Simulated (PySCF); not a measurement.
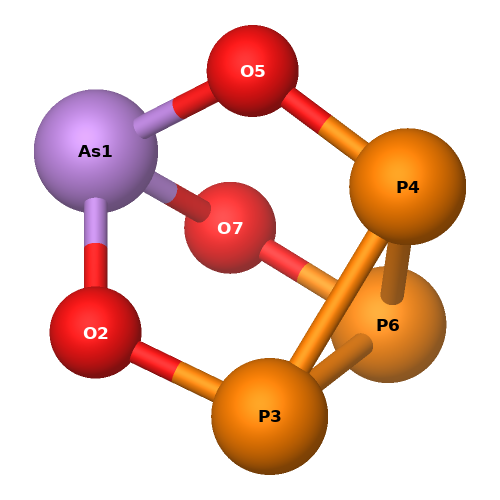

The computed structure is the end point of a PBE0-D3(BJ)/def2-SVP optimisation. No frequency run is at hand to confirm it as a minimum. Method: delta-SCF UKS SCAN, pcX-2 on the ionised atom (unc-x2c-TZVPall on a metal), pcseg-1 elsewhere, spin-free X2C (PySCF 2.14.0).

Give the core-electron binding energies (to vacuum; p and d levels without spin–orbit splitting) of O2 1s, P3 1s, P3 2p.

```tsv
atom	level	binding energy (eV)
O2	1s	538.5
P3	1s	2150.9
P3	2p	137.6
```
